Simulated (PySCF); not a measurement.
Molecule: C₉H₈ (1-phenyl-1-propyne), SMILES CC#Cc1ccccc1.

Simulated rotational absorption lines between 18 and 26 GHz at 10 K: rigid rotor with the equilibrium constants and dipole of one optimised conformer (PBE0-D3(BJ)/def2-SVP, PySCF 2.14.0), commonest isotopes; no centrifugal distortion, hyperfine structure, internal rotation or nuclear-spin weights; lines within 1 MHz of each other are summed. Lines of different type are drawn apart.

What are the rotational constants, and what kind of rotor is it?

Answer. Rotational constants A, B, C = 5.491, 0.8216, 0.7179 GHz; Ray's κ = −0.96, a near-prolate asymmetric top.

Which dipole components drive the lines?

Answer.
|μa|, |μb|, |μc| = 0.53, 0.00, 0.01 D; a-type lines carry 100 % of the intensity in this range.

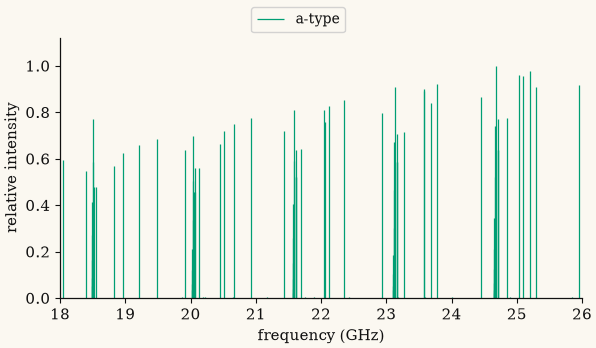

Known limits of this run: coarse grid, loose stop and no frequency check, small forces are noise and the end may be a saddle.
